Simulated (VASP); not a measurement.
Band structure of SnS₂ (1T layered). All values below come from vdW-DF-cx, VASP's PBE PAW potentials (set 64) (plane waves; VASP 6.6.1).

Unless said otherwise, spin-orbit coupling is left out, though it shifts the bands of the heavy elements here.

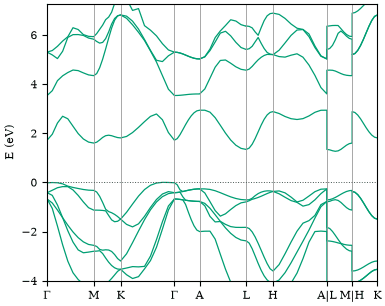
Fig. 1. Bands along high-symmetry lines, zero at the valence-band maximum or, without a gap, the Fermi level

Q: Read the plot: is there a gap, and where are the band edges?

A: The gap is indirect, 1.26 eV, from the valence maximum at K-Γ at 0.78 to the conduction minimum at L-M at 0.33. (Edges off the drawn lines would not show.)

Measured: gap 2.18 eV (computed value off by -0.92 eV), as given by Joseph M. Gonzalez et al., Physical Review B (2016), arXiv:1609.04381.

The compound is SnS2 in the 1T layered structure. It was relaxed first.
